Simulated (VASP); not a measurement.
Band structure of CaF$_{2}$ (fluorite). These are SCAN meta-GGA, VASP's PBE PAW potentials (set 64) (plane waves; VASP) values and carry that method's errors.

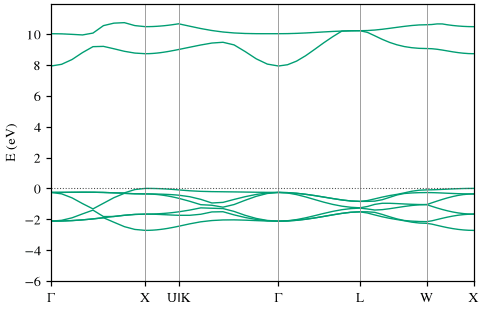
Fig. 1. Bands along high-symmetry lines, zero at the valence-band maximum or, without a gap, the Fermi level

**Question.** Read the plot: is there a gap, and where are the band edges?

**Answer.** The gap is indirect, 7.93 eV, from the valence maximum at X to the conduction minimum at Γ.

Measured: gap 11.80 eV (computed value off by -3.87 eV), as given by E. Cadelano et al., The European Physical Journal B (2011), arXiv:1107.5962.

The compound is CaF2 in the fluorite structure. It was relaxed first.
